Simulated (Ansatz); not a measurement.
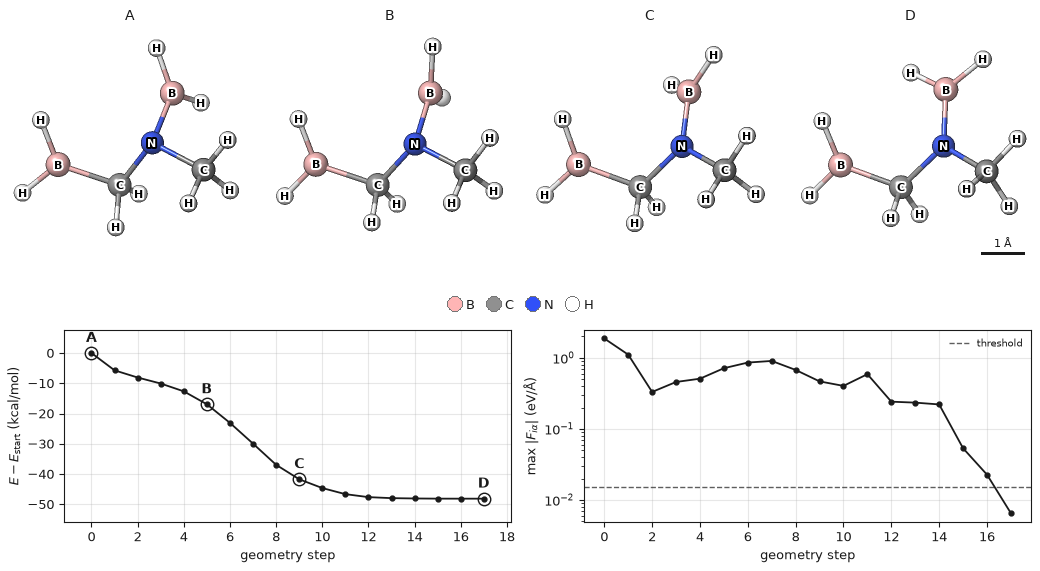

Frames of a relaxation of C₂H₉B₂N, marked on the history of the run. A ball-and-stick model, seen at a tilt.

The run prepares an end point of a later path (torsion) calculation, from a guessed geometry.

Level of theory: RKS PBE/6-31G (Ansatz).

Input
```yaml
crystal:
  periodic: [false, false, false]
  atoms:
    - { symbol: B, position_ang: [-1.0568, 1.8042, 0.3329] }
    - { symbol: C, position_ang: [-0.5336, 0.4079, 0.7118] }
    - { symbol: "N", position_ang: [0.4679, -0.0302, -0.2625] }
    - { symbol: B, position_ang: [-0.0697, -0.5701, -1.5395] }
    - { symbol: C, position_ang: [1.3391, -1.089, 0.3333] }
    - { symbol: H, position_ang: [-1.9256, 2.3745, 1.0001] }
    - { symbol: H, position_ang: [-0.6862, 2.4162, -0.6362] }
    - { symbol: H, position_ang: [-1.3275, -0.3043, 0.7848] }
    - { symbol: H, position_ang: [-0.0864, 0.5445, 1.7699] }
    - { symbol: H, position_ang: [0.0802, -0.0574, -2.5481] }
    - { symbol: H, position_ang: [-0.8764, -1.5158, -1.4744] }
    - { symbol: H, position_ang: [0.7452, -1.9476, 0.6911] }
    - { symbol: H, position_ang: [1.8289, -0.6512, 1.2181] }
    - { symbol: H, position_ang: [2.0879, -1.4109, -0.3524] }
basis:
  gaussian: { orbitals: "6-31G" }
hamiltonian:
  xc: pbe
relax:
  f_tol: 0.015
  max_steps: 40
output:
  orbitals: {}
```

Command:
```bash
ansatz run input.yaml --threads 1 --pin off --max-ram 2048MiB --backend cpu --events-out ev --progress --plain --runs-dir out
```

### Describe the path.

H11 moves most after the best rigid fit: 1.82 Å. Largest moves by element: H 1.82 Å, N 0.41 Å, B 0.25 Å, C 0.08 Å. Some distances before and after: N3–B4 1.487 → 1.405 Å, B4–H10 1.141 → 1.205 Å, C2–H8 1.069 → 1.111 Å, B4–H11 1.245 → 1.206 Å. Bond angles that change, for instance: B4–N3–C5 107.2° → 122.8°, B1–C2–N3 109.9° → 118.6°, C2–N3–B4 115.6° → 123.1°. Groups turn about B1–C2 by about 20°. After 17 geometry steps the energy has fallen by 48.1 kcal/mol. The largest force component goes from 1.9 to 0.0065 eV/Å. The run took 82 s on 1 thread of Intel(R) Xeon(R) Platinum 8259CL CPU @ 2.50GHz (Skylake/Cascade Lake) (shared host), peak memory 0.18 GiB. From step 0 to 5: H10 moves most (0.52 Å), energy −16.9 kcal/mol. From step 5 to 9: H11 moves most (0.77 Å), energy −24.8 kcal/mol. From step 9 to 17: H11 moves most (0.70 Å), energy −6.41 kcal/mol.

```json
{"step": "0", "E − E(0), kcal/mol": "0.00", "largest force component, eV/Å": "1.8737"}
{"step": "1", "E − E(0), kcal/mol": "-5.72", "largest force component, eV/Å": "1.1103"}
{"step": "2", "E − E(0), kcal/mol": "-8.09", "largest force component, eV/Å": "0.3313"}
{"step": "3", "E − E(0), kcal/mol": "-10.08", "largest force component, eV/Å": "0.4576"}
{"step": "4", "E − E(0), kcal/mol": "-12.67", "largest force component, eV/Å": "0.5090"}
{"step": "5", "E − E(0), kcal/mol": "-16.94", "largest force component, eV/Å": "0.7149"}
{"step": "6", "E − E(0), kcal/mol": "-23.09", "largest force component, eV/Å": "0.8583"}
{"step": "7", "E − E(0), kcal/mol": "-29.96", "largest force component, eV/Å": "0.9051"}
{"step": "8", "E − E(0), kcal/mol": "-36.95", "largest force component, eV/Å": "0.6761"}
{"step": "9", "E − E(0), kcal/mol": "-41.73", "largest force component, eV/Å": "0.4665"}
{"step": "10", "E − E(0), kcal/mol": "-44.64", "largest force component, eV/Å": "0.4030"}
{"step": "11", "E − E(0), kcal/mol": "-46.65", "largest force component, eV/Å": "0.5894"}
{"step": "12", "E − E(0), kcal/mol": "-47.64", "largest force component, eV/Å": "0.2416"}
{"step": "13", "E − E(0), kcal/mol": "-47.97", "largest force component, eV/Å": "0.2343"}
{"step": "14", "E − E(0), kcal/mol": "-48.08", "largest force component, eV/Å": "0.2210"}
{"step": "15", "E − E(0), kcal/mol": "-48.14", "largest force component, eV/Å": "0.0534"}
{"step": "16", "E − E(0), kcal/mol": "-48.15", "largest force component, eV/Å": "0.0227"}
{"step": "17", "E − E(0), kcal/mol": "-48.15", "largest force component, eV/Å": "0.0065"}
```
